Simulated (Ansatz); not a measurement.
CH₈B₂Si (SMILES BB(C)[SiH3])

Input

```
crystal:
  periodic: [false, false, false]
  atoms:
    - {symbol: B, position_ang: [0.148051, 1.496220, -0.277129]}
    - {symbol: B, position_ang: [-0.372559, 0.454909, 0.729793]}
    - {symbol: C, position_ang: [-0.805778, -0.710452, 1.605657]}
    - {symbol: Si, position_ang: [0.676365, -0.258729, -1.344038]}
    - {symbol: H, position_ang: [1.230217, 1.988964, -0.085408]}
    - {symbol: H, position_ang: [-0.618663, 2.019559, -1.043101]}
    - {symbol: H, position_ang: [-1.418509, -1.417757, 1.036479]}
    - {symbol: H, position_ang: [0.082616, -1.257213, 1.943647]}
    - {symbol: H, position_ang: [-1.365943, -0.383600, 2.484673]}
    - {symbol: H, position_ang: [1.651529, -1.166370, -0.671442]}
    - {symbol: H, position_ang: [1.334283, 0.291330, -2.558110]}
    - {symbol: H, position_ang: [-0.464606, -1.111961, -1.787021]}
basis:
  gaussian: {orbitals: def2-TZVPP}
hamiltonian: {xc: pbe0, dispersion: d4}
output: {orbitals: {seedname: orbitals}}
```

Command:

```sh
ansatz run in.yaml --threads 2 --pin off --events-out ev --progress --plain --max-ram 4352MiB
```

Geometry: PBE0-D4/def2-TZVP.

These are results of RKS PBE0-D4/def2-TZVPP in Ansatz 0.2.0, not measurements.

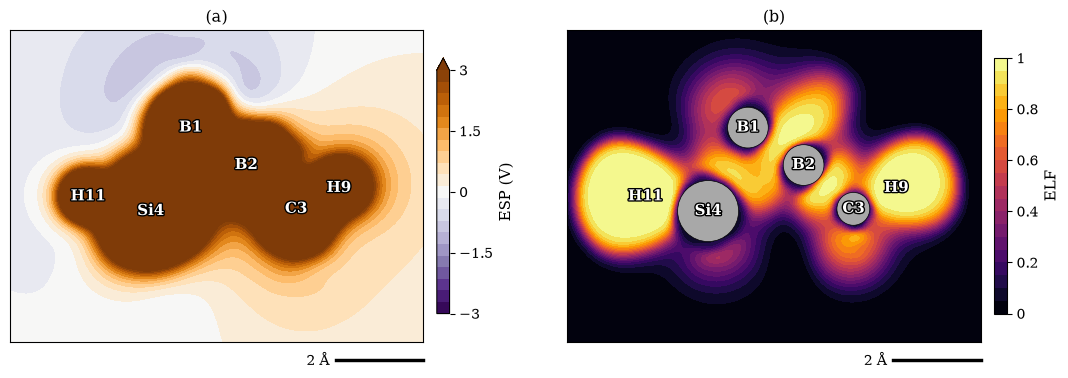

Figure 1. (a) molecular electrostatic potential; (b) electron localisation function on the plane of atoms B1, Si4 and H11. Grey discs cover the atomic cores in the ELF map.

### Interpret the plot.

Atoms in the plane: B, C, Si and H.
C–B (1.52 Å): the ELF peaks at about 0.95 between the atoms; localised, covalent bonding.
B–B (1.54 Å): the ELF peaks at about 0.95 between the atoms (localised, covalent bonding).
Si–B (2.12 Å): the ELF peaks at about 0.90 between the atoms: a covalent bond.
C–H (1.09 Å): the ELF climbs to about 1 towards the hydrogen, as it does in any bond to H: a covalent bond by its length.
Si–H (1.49 Å): the ELF climbs to about 1 towards the hydrogen.
Outside the dense part of the molecule the potential is most negative (−0.9 V) near H5, which lies off the plane.

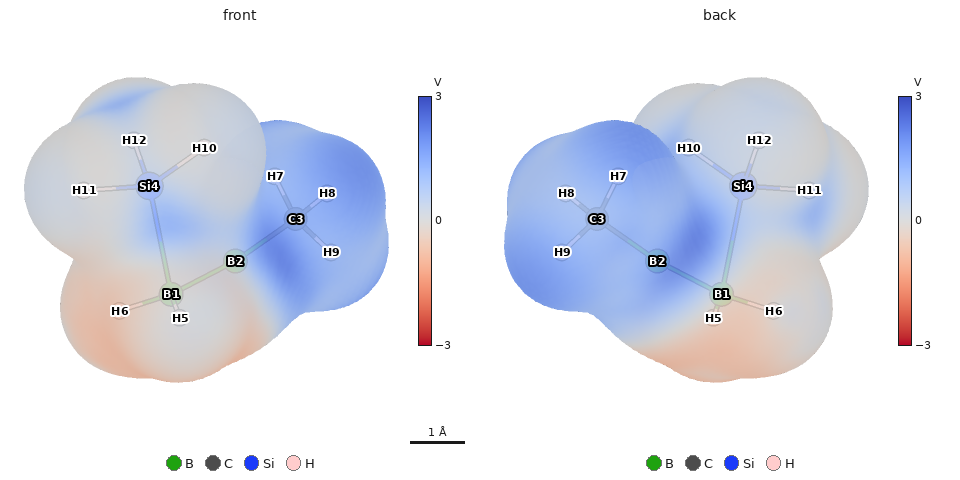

Figure 2. The electrostatic potential painted on the density surface at 0.004 e/bohr³, seen from the front and from behind; the colour scale runs from red (negative) to blue (positive).

### Which sites attract a positive test charge, and which a negative one?

A positive charge is drawn to the negative regions and a negative charge to the positive ones. The most negative region (about −0.8 V) lies over H6, the most positive (about +2.2 V) over B2.

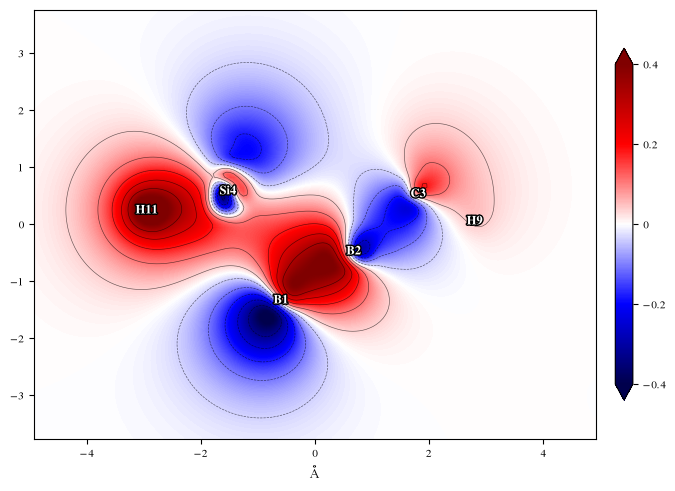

Figure 3. The HOMO−1 on the plane of atoms B2, B1 and Si4 (values in Å⁻³ᐟ²; the overall sign is arbitrary).

### Where does this orbital lie, and at what energy?

By Hirshfeld shares it lies mainly on B1 (about 20 %), Si4 (about 20 %), H11 (about 15 %), H5 (about 10 %), B2 (about 10 %) and H12 (about 10 %). Its energy is −8.97 eV.
